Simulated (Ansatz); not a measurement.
# CH5FN2Si: the cost of one run

Computed with Ansatz 0.2.0 through its Python package. The levels of theory stand in the script.

## 1. Starting point

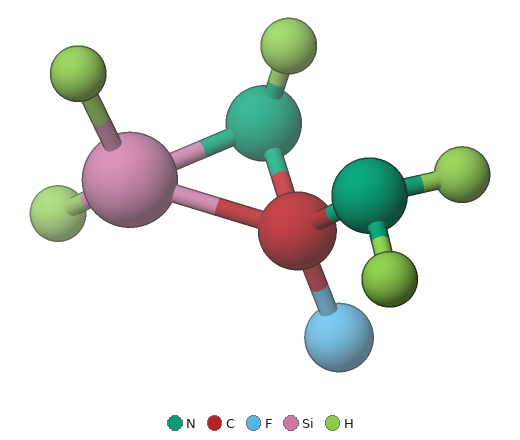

The starting structure, viewed from a chosen angle; nitrogen teal, carbon red, fluorine blue, silicon pink, hydrogen green.

The script holds or builds the structure itself.

## 2. Script

Input file run_methods.py:

```python
"""CH5FN2Si at several levels of theory."""

from pathlib import Path
import warnings

import ansatz
import numpy as np

GEOMETRY = """
N    -0.85690    1.03910    0.62180
C    -0.23090    0.32250   -0.41760
F    -0.58180    0.68390   -1.72670
N    -0.19910   -1.05310   -0.11590
Si    1.36280   -0.60930   -0.16180
H    -1.89880    0.87850    0.53370
H    -0.82500    2.07450    0.36910
H    -0.50650   -1.15130    0.85390
H     1.97700   -1.35820   -1.21060
H     1.84230   -0.87780    1.25710
"""


def main() -> None:
    warnings.simplefilter("ignore", ansatz.DeckWarning)

    ch5fn2si = ansatz.Crystal.molecule()
    for line in GEOMETRY.strip().splitlines():
        symbol, *xyz = line.split()
        ch5fn2si = ch5fn2si.atom(symbol, [float(v) for v in xyz])

    setup = ch5fn2si.calculation().basis(gaussian="def2-SVP")

    print("functional    E (Ha)        dipole (D)   HOMO (eV)  LUMO (eV)")
    for name in ["pbe", "cam_b3lyp", "pbe0", "hf"]:
        rep = setup.functional(name).forces().orbitals().run(threads=1, runs_dir="runs").report
        lines = Path(rep["orbitals_path"]).read_text().splitlines()
        field_of = lambda key: [line.split("=")[1].strip() for line in lines if line.startswith(key)]
        orbitals = [(27.211386 * float(e), s, float(n)) for e, s, n in zip(field_of("Ene="), field_of("Spin="), field_of("Occup="))]
        homo = max(e for e, _, n in orbitals if n > 0.5)
        lumo = min(e for e, _, n in orbitals if n < 0.5)
        dipole = 4.803205 * np.linalg.norm(rep["charge_distribution"]["dipole_moment_e_ang"])
        print(f"{name:10s} {rep['free_energy_ev'] / 27.211386246:14.6f} {dipole:9.3f} {homo:11.3f} {lumo:10.3f}")


if __name__ == "__main__":
    main()
```

## 3. The run

On the command line:

```
$ python run_methods.py
```

**Question.** How long does this script take on 1 thread of Arm Neoverse V1, shared host, and how much memory does it need?

About 16 s, with a peak of 0.29 GiB.
